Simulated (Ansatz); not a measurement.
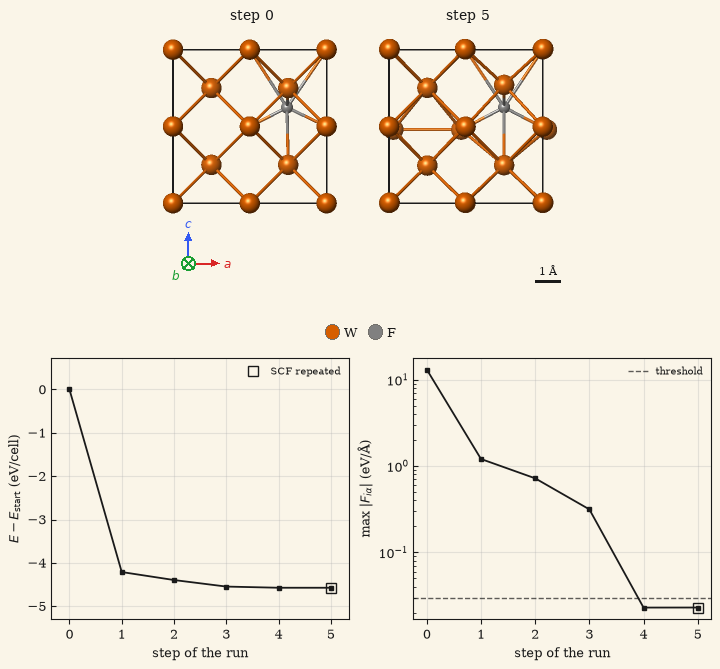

First and last geometry of a relaxation of a defect cell of composition W₁₆F, with the history of the run. The picture is a ball-and-stick view of the cell of the calculation (origin shifted), seen along the b axis.

It is an interstitial F in bcc W. The run prepares an end point of a later path (interstitial hop) calculation, from a guessed geometry.

The calculation used Ansatz, DFT PBE-D3(BJ), scalar-relativistic, plane waves, PAW. Settings: plane-wave cutoff 420 eV; k-point mesh 3 × 3 × 3; occupations fermi dirac; smearing width 0.05 eV; no spin polarisation; atoms relaxed in a fixed cell; force threshold 0.03 eV/Å; at most 60 steps.

> Did the run converge, and what did it change?

It converged. The largest moves, 0.23 Å, are those of W atoms. Largest moves by element: W 0.23 Å, F 0.05 Å. The lattice vectors keep their values. Among the contacts that change: W–W 3.160 → 2.793 Å, W–W 3.160 → 3.526 Å, W–W 2.737 → 3.101 Å, F–W 1.718 → 1.989 Å. Among the angles between lasting bonds that change: W–F–W 99.0° → 102.3°, W–F–W 127.3° → 124.8°. Over 4 accepted moves (5 points after the start) the energy falls by 4.574 eV per cell of the calculation. The largest force component goes from 13 to 0.023 eV/Å. 1 step only repeated the SCF at the same geometry. The run took 82 s on 4 threads of Arm Neoverse V1, with other jobs on the host, peak memory 1.1 GiB.

| step | E − E(0), meV/atom | largest force component, eV/Å | note |
| --- | --- | --- | --- |
| 0 | 0.00 | 13.0986 |  |
| 1 | -247.77 | 1.2083 |  |
| 2 | -258.61 | 0.7218 |  |
| 3 | -267.49 | 0.3153 |  |
| 4 | -269.08 | 0.0230 |  |
| 5 | -269.08 | 0.0230 | same geometry, SCF repeated |

Limits of the set-up: the cell has an odd number of electrons but was run without spin polarisation; the periodic images lie only 6.3 Å apart, so the values are limited by the cell's size.
